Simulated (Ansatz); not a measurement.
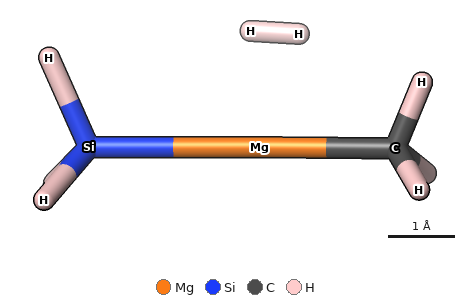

*The structure as given in the input (stick view, seen at a tilt). Sticks mark near contacts.*

**Nudged elastic band of CH₈MgSi (part 1 of 2)**

- system: CH₈MgSi
- method: RKS r2SCAN/6-31G* (Ansatz 0.2.0)

It belongs to a series of runs on one base structure; here: band between the two ends.

**Input**
```yaml
crystal:
  periodic: [false, false, false]
  atoms:
    - { symbol: Mg, position_ang: [0.066855, -0.403156, -0.400055] }
    - { symbol: Si, position_ang: [1.986722, -0.440567, 1.33906] }
    - { symbol: C, position_ang: [-1.463511, -0.400035, -1.818847] }
    - { symbol: H, position_ang: [-1.032044, 1.902213, 1.227781] }
    - { symbol: H, position_ang: [-1.546996, 1.853513, 0.693257] }
    - { symbol: H, position_ang: [1.51849, -0.679182, 2.744994] }
    - { symbol: H, position_ang: [2.753934, 0.84734, 1.413455] }
    - { symbol: H, position_ang: [3.030453, -1.491259, 1.102956] }
    - { symbol: H, position_ang: [-2.453377, -0.536456, -1.359368] }
    - { symbol: H, position_ang: [-1.507215, 0.546264, -2.377544] }
    - { symbol: H, position_ang: [-1.353413, -1.198675, -2.565789] }
basis:
  gaussian: { orbitals: "6-31G*" }
hamiltonian:
  xc: r2scan
neb:
  order_check: false
  images: 6
  f_tol: 0.05
  max_iterations: 60
  climbing: false
  final_atoms:
    - { symbol: Mg, position_ang: [-1.21329046, 0.66223814, 0.01009137] }
    - { symbol: Si, position_ang: [1.82096654, -0.14999268, 1.41608861] }
    - { symbol: C, position_ang: [-1.63478388, -0.20592041, -1.84498157] }
    - { symbol: H, position_ang: [0.81651512, -0.51488526, 0.36283528] }
    - { symbol: H, position_ang: [-1.06732369, 1.50129925, 1.51876964] }
    - { symbol: H, position_ang: [1.24336506, -0.43421804, 2.75092394] }
    - { symbol: H, position_ang: [2.16096148, 1.28455198, 1.26298613] }
    - { symbol: H, position_ang: [3.02054359, -0.9945229, 1.1742796] }
    - { symbol: H, position_ang: [-2.5408614, 0.20532963, -2.3138128] }
    - { symbol: H, position_ang: [-0.81726184, -0.06114164, -2.56680381] }
    - { symbol: H, position_ang: [-1.78893254, -1.29273808, -1.77047639] }
  initial_path:
    images:
      - { positions_ang: [[0.066855, -0.403156, -0.400055], [1.986722, -0.440567, 1.33906], [-1.463511, -0.400035, -1.818847], [-1.032044, 1.902213, 1.227781], [-1.546996, 1.853513, 0.693257], [1.51849, -0.679182, 2.744994], [2.753934, 0.84734, 1.413455], [3.030453, -1.491259, 1.102956], [-2.453377, -0.536456, -1.359368], [-1.507215, 0.546264, -2.377544], [-1.353413, -1.198675, -2.565789]] }
      - { positions_ang: [[0.04834044, -0.52865822, -0.49395436], [1.93144743, -0.35661447, 1.38527295], [-1.53643869, -0.34783796, -1.82808974], [-0.68739032, 1.50536137, 1.10789012], [-1.2931043, 1.59151293, 0.64484614], [1.41375247, -0.55070385, 2.77110419], [2.63525715, 0.95686934, 1.41226514], [3.02328941, -1.34457244, 1.26153465], [-2.49967609, -0.44906216, -1.32345125], [-1.52380512, 0.6199572, -2.3263487], [-1.51177438, -1.09625175, -2.61116912]] }
      - { positions_ang: [[0.02982589, -0.65416044, -0.58785372], [1.87617286, -0.27266194, 1.4314859], [-1.60936638, -0.29564092, -1.83733247], [-0.34273664, 1.10850975, 0.98799925], [-1.0392126, 1.32951285, 0.59643527], [1.30901494, -0.4222257, 2.79721437], [2.51658029, 1.06639868, 1.41107527], [3.01612583, -1.19788588, 1.42011329], [-2.54597518, -0.36166832, -1.28753451], [-1.54039525, 0.69365041, -2.27515341], [-1.67013576, -0.9938285, -2.65654925]] }
      - { positions_ang: [[0.01131133, -0.77966265, -0.68175308], [1.82089828, -0.18870941, 1.47769885], [-1.68229407, -0.24344388, -1.84657521], [0.00191704, 0.71165812, 0.86810837], [-0.7853209, 1.06751278, 0.54802441], [1.20427741, -0.29374755, 2.82332456], [2.39790344, 1.17592803, 1.40988541], [3.00896224, -1.05119932, 1.57869194], [-2.59227427, -0.27427448, -1.25161776], [-1.55698537, 0.76734361, -2.22395811], [-1.82849714, -0.89140524, -2.70192937]] }
      - { positions_ang: [[-0.17156659, -0.62746349, -0.62316074], [1.79721893, -0.14719879, 1.48870293], [-1.70676163, -0.21571322, -1.85030872], [0.26599692, 0.36635837, 0.7445447], [-0.71679628, 1.01719653, 0.66595479], [1.16497385, -0.2587527, 2.8241717], [2.31319308, 1.23838688, 1.38838986], [3.00754661, -0.98023702, 1.58888102], [-2.60477204, -0.1683051, -1.38796702], [-1.45842063, 0.68057138, -2.25099523], [-1.89071422, -0.90484283, -2.58831328]] }
      - { positions_ang: [[-0.51880788, -0.19756295, -0.41207671], [1.8051348, -0.14813009, 1.46449816], [-1.68276905, -0.21244895, -1.848533], [0.44950299, 0.07261049, 0.61730823], [-0.83363875, 1.1785641, 0.95022641], [1.19110425, -0.31724114, 2.79975578], [2.26244921, 1.25377525, 1.34658861], [3.01187894, -0.98499898, 1.45068055], [-2.58346849, -0.04376019, -1.69658228], [-1.24470104, 0.4333337, -2.35626475], [-1.85678699, -1.03414124, -2.31570098]] }
      - { positions_ang: [[-0.86604917, 0.2323376, -0.20099267], [1.81305067, -0.14906138, 1.44029339], [-1.65877646, -0.20918468, -1.84675729], [0.63300905, -0.22113738, 0.49007175], [-0.95048122, 1.33993168, 1.23449803], [1.21723466, -0.37572959, 2.77533986], [2.21170535, 1.26916362, 1.30478737], [3.01621126, -0.98976094, 1.31248007], [-2.56216494, 0.08078472, -2.00519754], [-1.03098144, 0.18609603, -2.46153428], [-1.82285976, -1.16343966, -2.04308868]] }
      - { positions_ang: [[-1.21329046, 0.66223814, 0.01009137], [1.82096654, -0.14999268, 1.41608861], [-1.63478388, -0.20592041, -1.84498157], [0.81651512, -0.51488526, 0.36283528], [-1.06732369, 1.50129925, 1.51876964], [1.24336506, -0.43421804, 2.75092394], [2.16096148, 1.28455198, 1.26298613], [3.02054359, -0.9945229, 1.1742796], [-2.5408614, 0.20532963, -2.3138128], [-0.81726184, -0.06114164, -2.56680381], [-1.78893254, -1.29273808, -1.77047639]] }
```

Command:
```bash
ansatz run input.yaml --threads 2 --pin off --max-ram 3072MiB --backend cpu --events-out ev --progress --plain --runs-dir out
```

**Output**
```
Engine: ansatz 0.2.0, x86_64-unknown-linux-gnu
Functional definition: r2SCAN
  parameter k0 = 0.174
  parameter k1 = 0.065
  parameter a1 = 4.9479
  exchange = r2scan_x(k0 = k0, k1 = k1, a1 = a1)
  correlation = r2scan_c
947 factors; their error is unknown
mean field evaluation 1: about -14477.8211 eV, gradient 5.1e1 eV
mean field evaluation 2: about -14467.1292 eV, gradient 7.1e1 eV
mean field evaluation 4: about -14484.9169 eV, gradient 4.0e0 eV
mean field evaluation 8: about -14484.9827 eV, gradient 3.9e-2 eV
mean field evaluation 16: about -14484.9081 eV, gradient 8.2e-6 eV
mean field -14484.90806777 eV, -532.3105532672 hartree, gradient 9.0e-6 eV, S^2 0.000000; 0 other end points of the search recorded, 0 dependent functions left out
the calculation of the forces begins
reference -14484.90808340 eV, -532.3105538417 hartree; 20, 20 occupied and 49, 49 virtual orbitals, 947 factors
947 factors; their error is unknown
mean field evaluation 32: about -14484.8578 eV, gradient 4.5e-5 eV
mean field -14484.85780333 eV, -532.3087060830 hartree, gradient 7.4e-6 eV, S^2 0.000000; 0 other end points of the search recorded, 0 dependent functions left out
[... from here on the field's lines of each further geometry are left out, up to the last ...]
NEB iter   1: max|band force component| = 8.585e0 eV/Å  barrier→ = 4.9152 eV  barrier← = 4.8649 eV  Δτ_max = 0.2000 Å  (209 SCF iters)
NEB iter   2: max|band force component| = 2.208e0 eV/Å  barrier→ = 1.9612 eV  barrier← = 1.9109 eV  Δτ_max = 0.2000 Å  (167 SCF iters)
NEB iter   3: max|band force component| = 9.155e-1 eV/Å  barrier→ = 1.6910 eV  barrier← = 1.6408 eV  Δτ_max = 0.2000 Å  (162 SCF iters)
NEB iter   4: max|band force component| = 1.335e0 eV/Å  barrier→ = 1.8409 eV  barrier← = 1.7906 eV  Δτ_max = 0.2000 Å  (161 SCF iters)
NEB iter   5: max|band force component| = 1.571e0 eV/Å  barrier→ = 1.4984 eV  barrier← = 1.4481 eV  Δτ_max = 0.2000 Å  (163 SCF iters)
NEB iter   6: max|band force component| = 1.147e0 eV/Å  barrier→ = 1.0976 eV  barrier← = 1.0474 eV  Δτ_max = 0.2000 Å  (163 SCF iters)
NEB iter   7: max|band force component| = 9.858e-1 eV/Å  barrier→ = 1.3884 eV  barrier← = 1.3382 eV  Δτ_max = 0.2000 Å  (158 SCF iters)
NEB iter   8: max|band force component| = 7.203e-1 eV/Å  barrier→ = 1.4483 eV  barrier← = 1.3980 eV  Δτ_max = 0.1994 Å  (158 SCF iters)
NEB iter   9: max|band force component| = 4.730e-1 eV/Å  barrier→ = 1.3937 eV  barrier← = 1.3434 eV  Δτ_max = 0.2000 Å  (149 SCF iters)
NEB iter  10: max|band force component| = 4.466e-1 eV/Å  barrier→ = 1.3869 eV  barrier← = 1.3366 eV  Δτ_max = 0.1954 Å  (155 SCF iters)
NEB iter  11: max|band force component| = 3.783e-1 eV/Å  barrier→ = 1.3106 eV  barrier← = 1.2603 eV  Δτ_max = 0.1150 Å  (155 SCF iters)
NEB iter  12: max|band force component| = 2.269e-1 eV/Å  barrier→ = 1.2643 eV  barrier← = 1.2140 eV  Δτ_max = 0.2000 Å  (159 SCF iters)
NEB iter  13: max|band force component| = 3.737e-1 eV/Å  barrier→ = 1.2538 eV  barrier← = 1.2035 eV  Δτ_max = 0.1006 Å  (153 SCF iters)
NEB iter  14: max|band force component| = 3.127e-1 eV/Å  barrier→ = 1.2172 eV  barrier← = 1.1669 eV  Δτ_max = 0.1001 Å  (156 SCF iters)
NEB iter  15: max|band force component| = 1.748e-1 eV/Å  barrier→ = 1.1550 eV  barrier← = 1.1048 eV  Δτ_max = 0.2000 Å  (157 SCF iters)
NEB iter  16: max|band force component| = 3.623e-1 eV/Å  barrier→ = 1.1431 eV  barrier← = 1.0928 eV  Δτ_max = 0.0998 Å  (151 SCF iters)
NEB iter  17: max|band force component| = 1.766e-1 eV/Å  barrier→ = 1.1583 eV  barrier← = 1.1080 eV  Δτ_max = 0.1998 Å  (158 SCF iters)
NEB iter  18: max|band force component| = 1.816e-1 eV/Å  barrier→ = 1.2205 eV  barrier← = 1.1702 eV  Δτ_max = 0.2000 Å  (155 SCF iters)
NEB iter  19: max|band force component| = 2.418e-1 eV/Å  barrier→ = 1.2989 eV  barrier← = 1.2486 eV  Δτ_max = 0.1010 Å  (156 SCF iters)
NEB iter  20: max|band force component| = 1.820e-1 eV/Å  barrier→ = 1.3126 eV  barrier← = 1.2623 eV  Δτ_max = 0.1006 Å  (155 SCF iters)
NEB iter  21: max|band force component| = 1.241e-1 eV/Å  barrier→ = 1.2834 eV  barrier← = 1.2331 eV  Δτ_max = 0.1000 Å  (156 SCF iters)
NEB iter  22: max|band force component| = 1.460e-1 eV/Å  barrier→ = 1.2285 eV  barrier← = 1.1782 eV  Δτ_max = 0.0500 Å  (155 SCF iters)
NEB iter  23: max|band force component| = 1.319e-1 eV/Å  barrier→ = 1.1667 eV  barrier← = 1.1164 eV  Δτ_max = 0.0501 Å  (157 SCF iters)
NEB iter  24: max|band force component| = 1.262e-1 eV/Å  barrier→ = 1.1139 eV  barrier← = 1.0637 eV  Δτ_max = 0.0501 Å  (156 SCF iters)
NEB iter  25: max|band force component| = 1.258e-1 eV/Å  barrier→ = 1.0500 eV  barrier← = 0.9998 eV  Δτ_max = 0.0502 Å  (157 SCF iters)
NEB iter  26: max|band force component| = 1.385e-1 eV/Å  barrier→ = 0.9904 eV  barrier← = 0.9401 eV  Δτ_max = 0.1002 Å  (159 SCF iters)
NEB iter  27: max|band force component| = 1.846e-1 eV/Å  barrier→ = 0.8778 eV  barrier← = 0.8276 eV  Δτ_max = 0.1001 Å  (154 SCF iters)
NEB iter  28: max|band force component| = 2.089e-1 eV/Å  barrier→ = 0.7721 eV  barrier← = 0.7219 eV  Δτ_max = 0.2000 Å  (156 SCF iters)
NEB iter  29: max|band force component| = 1.603e-1 eV/Å  barrier→ = 0.6558 eV  barrier← = 0.6055 eV  Δτ_max = 0.2000 Å  (153 SCF iters)
NEB iter  30: max|band force component| = 1.620e-1 eV/Å  barrier→ = 0.5314 eV  barrier← = 0.4811 eV  Δτ_max = 0.1006 Å  (153 SCF iters)
NEB iter  31: max|band force component| = 1.087e-1 eV/Å  barrier→ = 0.4645 eV  barrier← = 0.4142 eV  Δτ_max = 0.1001 Å  (156 SCF iters)
NEB iter  32: max|band force component| = 5.270e-2 eV/Å  barrier→ = 0.4034 eV  barrier← = 0.3531 eV  Δτ_max = 0.2000 Å  (156 SCF iters)
NEB iter  33: max|band force component| = 1.465e-1 eV/Å  barrier→ = 0.3406 eV  barrier← = 0.2903 eV  Δτ_max = 0.0847 Å  (153 SCF iters)
NEB iter  34: max|band force component| = 9.656e-2 eV/Å  barrier→ = 0.3175 eV  barrier← = 0.2673 eV  Δτ_max = 0.1000 Å  (154 SCF iters)
NEB iter  35: max|band force component| = 6.617e-2 eV/Å  barrier→ = 0.3219 eV  barrier← = 0.2717 eV  Δτ_max = 0.0999 Å  (154 SCF iters)
NEB iter  36: max|band force component| = 7.373e-2 eV/Å  barrier→ = 0.3220 eV  barrier← = 0.2717 eV  Δτ_max = 0.1002 Å  (153 SCF iters)
NEB iter  37: max|band force component| = 7.067e-2 eV/Å  barrier→ = 0.3130 eV  barrier← = 0.2627 eV  Δτ_max = 0.0999 Å  (149 SCF iters)
NEB iter  38: max|band force component| = 8.425e-2 eV/Å  barrier→ = 0.3063 eV  barrier← = 0.2561 eV  Δτ_max = 0.0500 Å  (152 SCF iters)
NEB iter  39: max|band force component| = 6.819e-2 eV/Å  barrier→ = 0.2884 eV  barrier← = 0.2381 eV  Δτ_max = 0.0503 Å  (156 SCF iters)
NEB iter  40: max|band force component| = 5.165e-2 eV/Å  barrier→ = 0.2629 eV  barrier← = 0.2126 eV  Δτ_max = 0.0497 Å  (156 SCF iters)
NEB iter  41: max|band force component| = 5.488e-2 eV/Å  barrier→ = 0.2496 eV  barrier← = 0.1993 eV  Δτ_max = 0.0250 Å  (151 SCF iters)
the calculation of the forces begins
reference -14484.85509186 eV, -532.3086064385 hartree; 20, 20 occupied and 49, 49 virtual orbitals, 947 factors
947 factors; their error is unknown
mean field evaluation 1952: about -14466.0763 eV, gradient 7.2e1 eV
mean field -14484.65900994 eV, -532.3014005606 hartree, gradient 1.3e-5 eV, S^2 0.000000; 1 other end points of the search recorded, 0 dependent functions left out
the calculation of the forces begins
reference -14484.65902801 eV, -532.3014012249 hartree; 20, 20 occupied and 49, 49 virtual orbitals, 947 factors
NEB iter  42: max|band force component| = 3.405e-2 eV/Å  barrier→ = 0.2491 eV  barrier← = 0.1988 eV  Δτ_max = 0.0000 Å  (310 SCF iters)
```
